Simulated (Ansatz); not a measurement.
```xyz
10

Al   -0.1915    0.5933    0.0622
O    -0.3313    0.4325    2.0050
Si   -1.3735   -0.5544    2.9715
H    -1.5030   -1.8155    2.2387
H    -0.6622   -0.7146    4.2509
H    -2.6462    0.1507    3.1605
H     0.7933   -0.5297   -0.4065
Cl   -2.2613    0.3133   -0.4208
Br    0.5875    2.7665    0.0190
H     0.1007    1.1684    2.4307
```

Theory: RHF/def2-SVP in Ansatz 0.2.0.

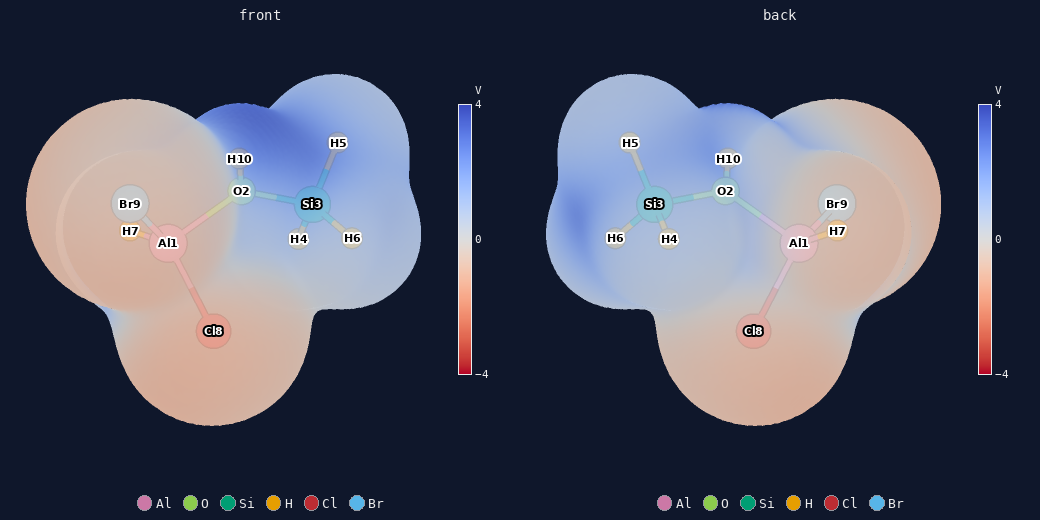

AlBrClH$_{5}$OSi. The electrostatic potential painted on the density surface at 0.001 e/bohr³, seen from the front and from behind; the colour scale runs from red (negative) to blue (positive).

### Which sites attract a positive test charge, and which a negative one?

A positive charge is drawn to the negative regions and a negative charge to the positive ones. The most negative region (about −1.0 V) lies over Cl8, the most positive (about +3.3 V) over H10.
